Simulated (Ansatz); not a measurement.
**CH6OSSi (SMILES OC([SiH3])S): density, localisation and related maps**

Input

```
crystal:
  periodic: [false, false, false]
  atoms:
    - {symbol: O, position_ang: [-1.367947, 0.648065, -0.693241]}
    - {symbol: C, position_ang: [-0.010981, 0.480019, -0.312437]}
    - {symbol: Si, position_ang: [0.216513, -0.920430, 0.959236]}
    - {symbol: S, position_ang: [0.977921, 0.058242, -1.747530]}
    - {symbol: H, position_ang: [-1.887942, 0.800205, 0.103152]}
    - {symbol: H, position_ang: [0.394671, 1.410040, 0.105164]}
    - {symbol: H, position_ang: [1.544695, -0.821305, 1.614932]}
    - {symbol: H, position_ang: [0.058014, -2.238751, 0.297197]}
    - {symbol: H, position_ang: [-0.853785, -0.749045, 1.981517]}
    - {symbol: H, position_ang: [1.012042, 1.281761, -2.305090]}
basis:
  gaussian: {orbitals: def2-TZVPP}
hamiltonian: {xc: pbe0, dispersion: d4}
output: {orbitals: {seedname: orbitals}}
```

Run with:

```sh
ansatz run in.yaml --threads 2 --pin off --events-out ev --progress --plain --max-ram 4352MiB
```

Geometry: PBE0-D4/def2-TZVP.

Computed with RKS PBE0-D4/def2-TZVPP in Ansatz 0.2.0.

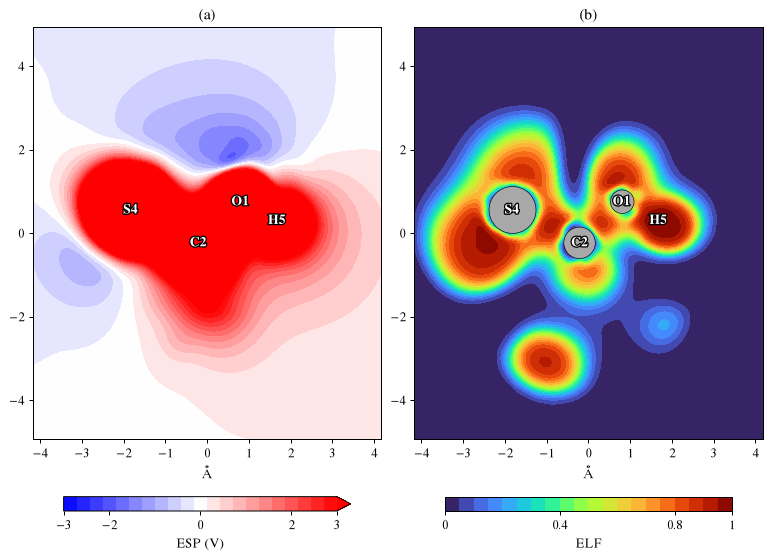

Figure 1. (a) electrostatic potential; (b) electron localisation function on the plane of atoms C2, O1 and H5. Grey discs cover the atomic cores in the ELF map.

Q: Interpret the plot.

A:
- Atoms in the plane: O, C, S and H.
- C–O (1.42 Å): the ELF peaks at about 0.85 between the atoms, as expected for a shared but strongly polarised pair.
- C–S (1.79 Å): the ELF peaks at about 0.90 between the atoms: a covalent bond.
- O–H (0.96 Å): the ELF climbs to about 1 towards the hydrogen, as it does in any bond to H (an ordinary covalent bond to hydrogen).
- The ELF also peaks beside S4 and O1, away from the bonds: lone-pair regions.
- Outside the dense part of the molecule the potential is most negative (−1.9 V) near O1.

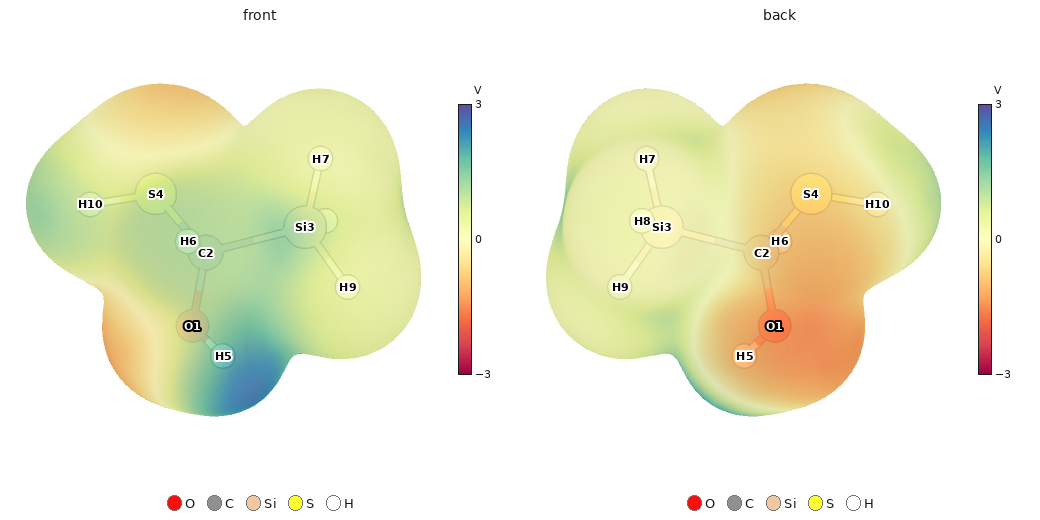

Figure 2. The electrostatic potential painted on the density surface at 0.002 e/bohr³, seen from the front and from behind; the colour scale runs from red (negative) to blue (positive).

Q: Which sites attract a positive test charge, and which a negative one?

A: A positive charge is drawn to the negative regions and a negative charge to the positive ones. The most negative region (about −1.5 V) lies over O1, the most positive (about +2.5 V) over H5. O1 is the likeliest acceptor of a hydrogen bond.

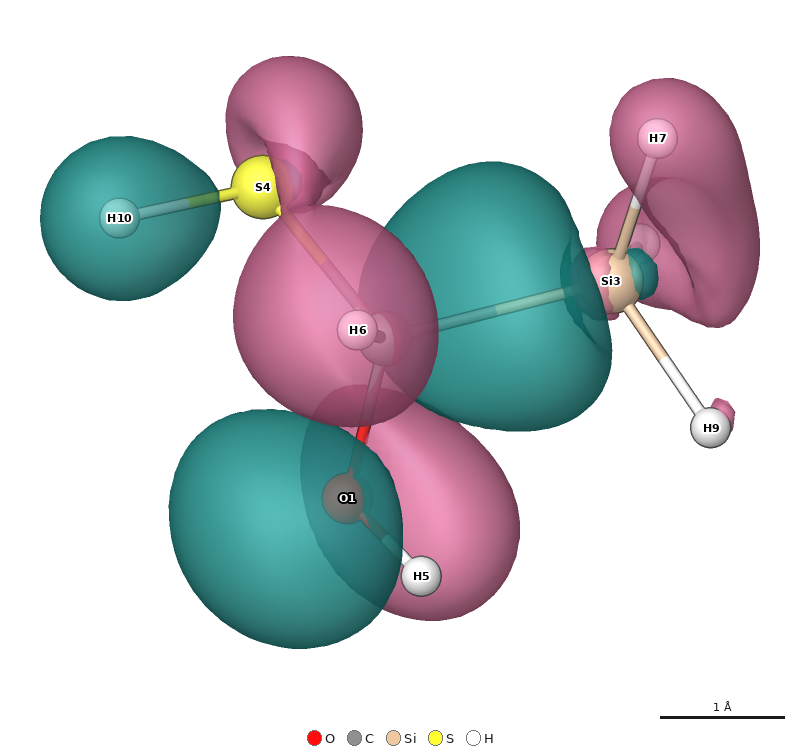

Figure 3. The HOMO−1 at ±0.08 Å⁻³ᐟ² (teal and pink are the two phases), seen across its widest extent.

Q: Describe this orbital and give its energy.

A: By Hirshfeld shares it lies mainly on O1 (about 45 %), C2 (about 20 %), Si3 (about 15 %) and H6 (about 5 %). Its energy is −7.84 eV.
